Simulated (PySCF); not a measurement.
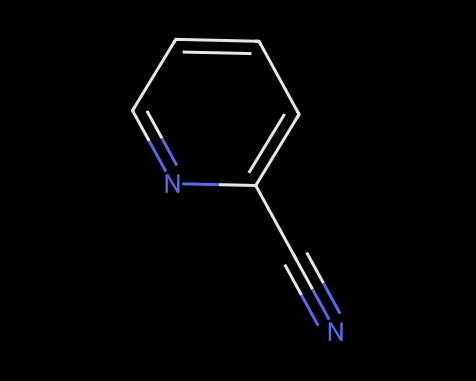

Skeletal drawing of a molecule.

Write the SMILES.

N#Cc1ccccn1

Give the formula, hydrogens included.

C6H4N2.

An optimisation with PBE0-D3(BJ)/def2-SVP gave a structure of which point group?

Cs.

The parts below concern this one geometry. Atoms keep their numbers from picture to picture. The computed structure is the end point of a PBE0-D3(BJ)/def2-SVP optimisation. No frequency run is at hand to confirm it as a minimum.

Core levels

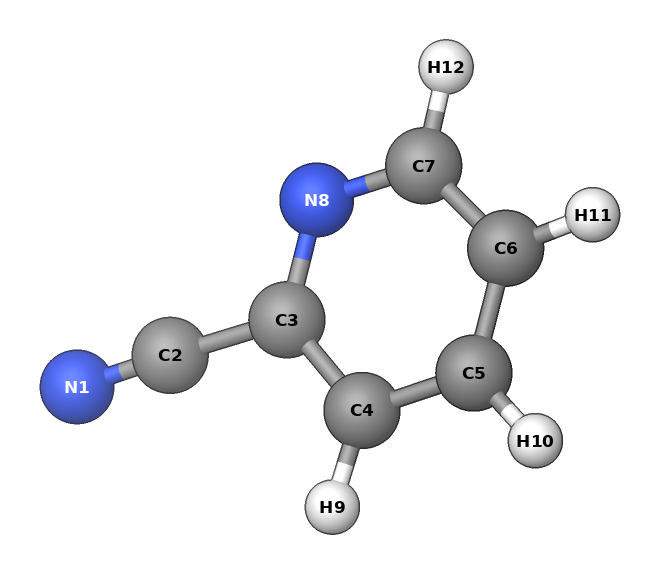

No frequency run is at hand to confirm it as a minimum. Level of theory: delta-SCF UKS SCAN, pcX-2 on the ionised atom, pcseg-1 elsewhere, spin-free X2C (PySCF 2.14.0).

Give the core-electron binding energies (to vacuum) of N1 1s, C2 1s, C3 1s, C4 1s, C5 1s, C6 1s, C7 1s, N8 1s.

| atom | level | binding energy (eV) |
| --- | --- | --- |
| N1 | 1s | 405.0 |
| C2 | 1s | 292.2 |
| C3 | 1s | 292.8 |
| C4 | 1s | 291.4 |
| C5 | 1s | 291.6 |
| C6 | 1s | 291.3 |
| C7 | 1s | 292.0 |
| N8 | 1s | 405.3 |

Excitation

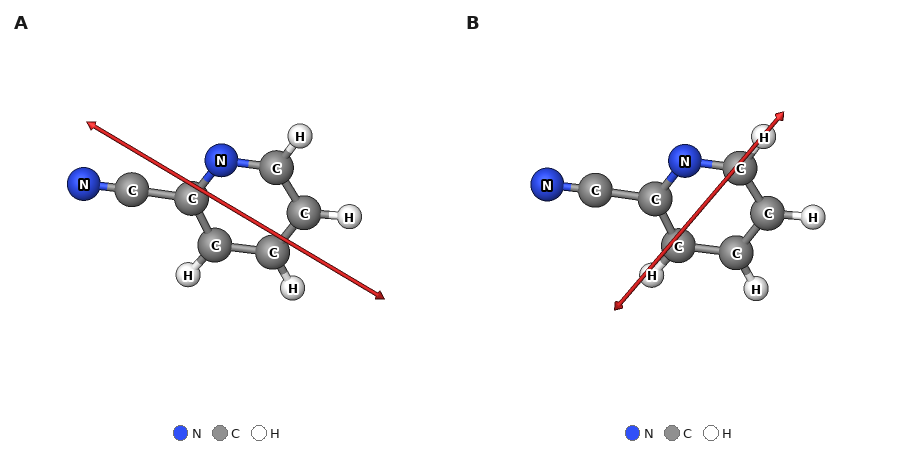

The double arrows show the directions of two transition dipoles from the ground state (lengths mean nothing). No frequency run is at hand to confirm it as a minimum. Level of theory: TDDFT ωB97X-D/def2-SVPD, vertical, gas phase, core orbitals frozen in the response (PySCF 2.14.0).

One belongs to singlet state 6 and one to singlet state 7. Which is which?

A: state 7, 7.19 eV (172 nm), oscillator strength 0.35, mainly HOMO−2 → LUMO+1 (weight 0.59).
B: state 6, 7.02 eV (177 nm), oscillator strength 0.40, of mixed character, with the largest part HOMO−2 → LUMO (weight 0.47).

Charges

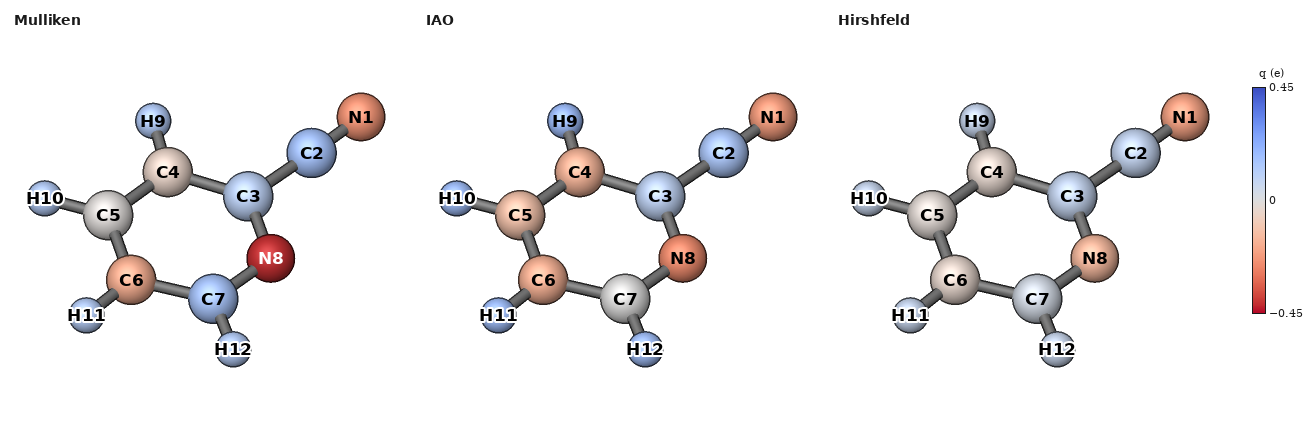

Atomic charges of one calculation by 3 schemes, on one colour scale. No frequency run is at hand to confirm it as a minimum. Computed with PBE0/pcSseg-1 (PySCF 2.14.0).

On which atom do the schemes disagree most?

On N8 (from −0.41 to −0.14 e).

List the charges (e), one line for each set of equivalent atoms.

| atom | Mulliken | IAO | Hirshfeld |
| --- | --- | --- | --- |
| N1 | −0.23 | −0.22 | −0.20 |
| C2 | 0.16 | 0.14 | 0.08 |
| C3 | 0.10 | 0.09 | 0.07 |
| C4 | −0.05 | −0.15 | −0.03 |
| C5 | −0.01 | −0.12 | −0.02 |
| C6 | −0.17 | −0.16 | −0.04 |
| C7 | 0.15 | 0.00 | 0.03 |
| N8 | −0.41 | −0.25 | −0.14 |
| H9 | 0.12 | 0.17 | 0.07 |
| H10 | 0.12 | 0.17 | 0.07 |
| H11 | 0.12 | 0.17 | 0.06 |
| H12 | 0.12 | 0.16 | 0.06 |

NMR shielding

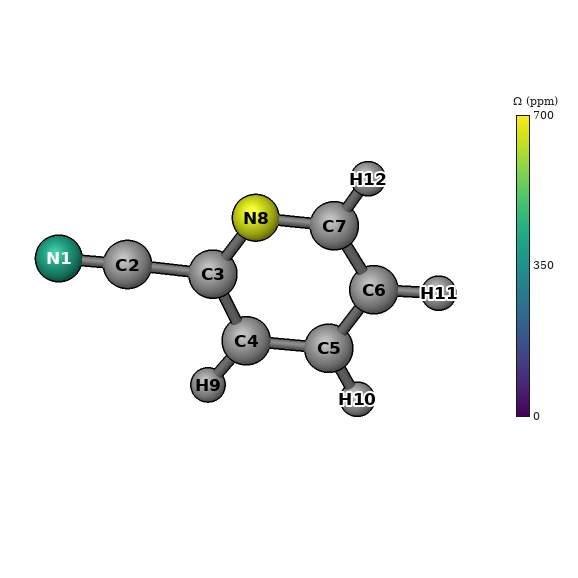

The N atoms are coloured by the span of their shielding tensor. No frequency run is at hand to confirm it as a minimum. Properties computed with GIAO KT2/pcSseg-2 NMR shielding, non-relativistic, gas phase (PySCF 2.14.0). Principal shieldings σ11 ≤ σ22 ≤ σ33, span Ω = σ33 − σ11, skew κ = 3(σiso − σ22)/Ω.

Which N atom has the most anisotropic shielding?

N8, with a span of 657 ppm.

Give the shielding tensors of the N atoms.

```tsv
atom	σ11	σ22	σ33	σiso	Ω	κ
N1	−167.7	−165.6	245.0	−29.4	412.8	0.99
N8	−373.7	−154.1	282.8	−81.7	656.5	0.33
```

Shieldings and span in ppm.

Mulliken values depend strongly on the basis set and can even reverse the polarity of a bond.
